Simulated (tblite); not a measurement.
AlBHSOF: energy and gradient calculation

The run: energy and gradient calculation of AlBHSOF. Method and program: GFN2-xTB, R-SCC (tblite 0.8.0).

A bond length was changed on purpose from its optimised value.

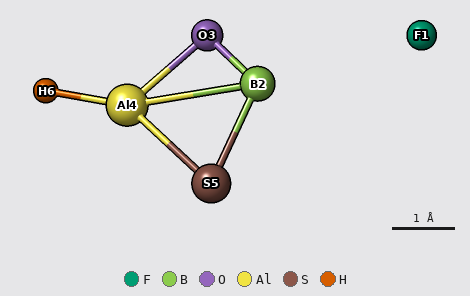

Fig. 1: The structure (ball-and-stick view, seen at a tilt; atoms are numbered from 1 in the order of the input). Sticks mark near contacts. Bond lengths as drawn: Al–B 2.27 Å, Al–H 1.50 Å, Al–O 1.73 Å, Al–S 2.21 Å, B–O 1.35 Å and B–S 1.85 Å.

Results in brief

```json
{"quantity": "outcome", "value": "converged"}
{"quantity": "total energy", "value": "−14.862185 hartree"}
{"quantity": "largest force", "value": "1.990 eV/Å"}
{"quantity": "dipole moment", "value": "8.59 D"}
{"quantity": "hardware", "value": "1 thread of Intel Xeon @ 2.70GHz, 189 GiB of memory available, shared host"}
{"quantity": "peak memory", "value": "0.068 GiB"}
```

Input (script.py)
```python
import json
import numpy as np
from ase import Atoms
from tblite.ase import TBLite
from ase.units import kcal, mol as mol_
from ase.units import Debye

molecule = Atoms(
    symbols=["F", "B", "O", "Al", "S", "H"],
    positions=[
        [-0.269075, 3.859203, 0.730048],
        [-0.058140, 1.051330, 0.090510],
        [-0.188310, 0.078260, 1.017640],
        [0.066020, -1.206530, -0.116750],
        [0.264050, 0.407660, -1.617950],
        [0.070400, -2.658360, 0.245340],
    ],
)
start = molecule.get_positions()

molecule.calc = TBLite(method="GFN2-xTB", multiplicity=1, accuracy=0.1, verbosity=0)
print(f"Energy: {molecule.get_potential_energy() / (kcal / mol_):.6f} kcal/mol")
print(f"Dipole: {np.linalg.norm(molecule.get_dipole_moment()) / Debye:.4f} D")
for a, q in zip(molecule, molecule.get_charges()):
    print(f"{a.symbol}{a.index + 1} {q:+.4f}")
print("Forces (eV/angstrom):")
for a, F in zip(molecule, molecule.get_forces()):
    print(f"{a.symbol:<2} {F[0]:11.6f} {F[1]:11.6f} {F[2]:11.6f}")
json.dump(dict(energy=molecule.get_potential_energy(), forces=molecule.get_forces().tolist(), dipole=molecule.get_dipole_moment().tolist(), charges=molecule.get_charges().tolist(),
               symbols=molecule.get_chemical_symbols(), start=start.tolist(), final=molecule.positions.tolist()), open("results.json", "w"))
```

Command:
```bash
python script.py
```

The program's output
```
Energy: -9326.161977 kcal/mol
Dipole: 8.5851 D
F1 -0.4252
B2 +0.4385
O3 -0.3535
Al4 +0.4969
S5 -0.0988
H6 -0.0579
Forces (eV/angstrom):
F     0.099218   -1.324255   -0.297812
B    -0.133955   -0.974664    0.878231
O     0.118477    1.740353   -0.957168
Al   -0.003036   -0.050635    0.022944
S    -0.070639    0.661825    0.295955
H    -0.010066   -0.052625    0.057849
```

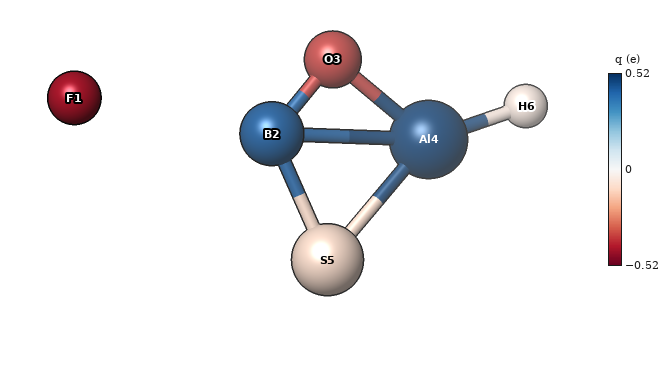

Fig. 2: Mulliken charges, as the colour of each atom (ball-and-stick view, seen at an oblique angle; atoms are numbered from 1 in the order of the input). By element: F −0.43, B +0.44, O −0.35, Al +0.50, S −0.10 and H −0.06 e.
